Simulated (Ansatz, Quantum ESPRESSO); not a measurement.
# arsenene, 1 layer: the gap along the path at a withheld member of a series

How the rows were computed: Quantum ESPRESSO 7.5, PBE, GBRV ultrasoft. Cell and atoms are first relaxed; each strained cell is then held and the atoms relax in it. A periodic run with 15 Å of vacuum in the starting cell gives the vacuum levels, and bands follow along a path. The series steps biaxial strain.

```tsv
biaxial strain	gap along the path (eV)
-4 %	1.134
-3 %	1.274
-2 %	1.400
-1 %	1.515
0 %	1.616
1 %	1.703
2 %	1.763
4 %	1.374
```

One more run was made and is withheld. What is the gap along the path at 3 %?

**Worked estimate.** The rows at 2 % and 4 % give a slope of (1.374 − (1.763))/(4 − (2)) = −0.1945, so a straight line gives 1.569 eV. A parabola through these and the row at 1 % gives 1.653 eV.

**Check.** 1.586 eV. The line misses by −0.018 and the parabola by +0.067 eV. The line does better here.

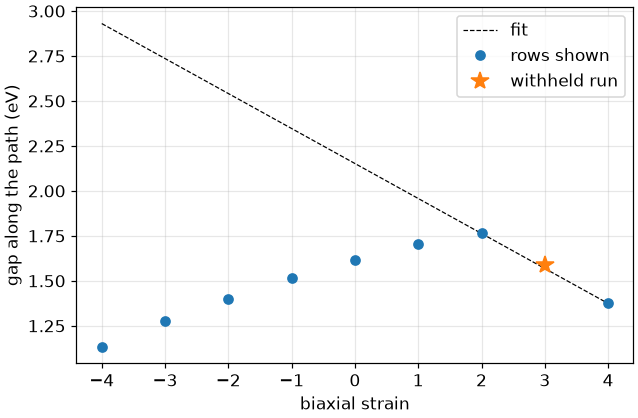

The rows shown, the fit and the withheld run.

**Limits.** Semilocal gaps are too small; the 1×1 cell can't ripple over many cells under compression as a free sheet would. No spin-orbit coupling.

[Logs are printed without paths, hosts, clocks, repeated set-up lines and the standing remarks that a program may print on its own settings, such as how far it seeks lower states.]
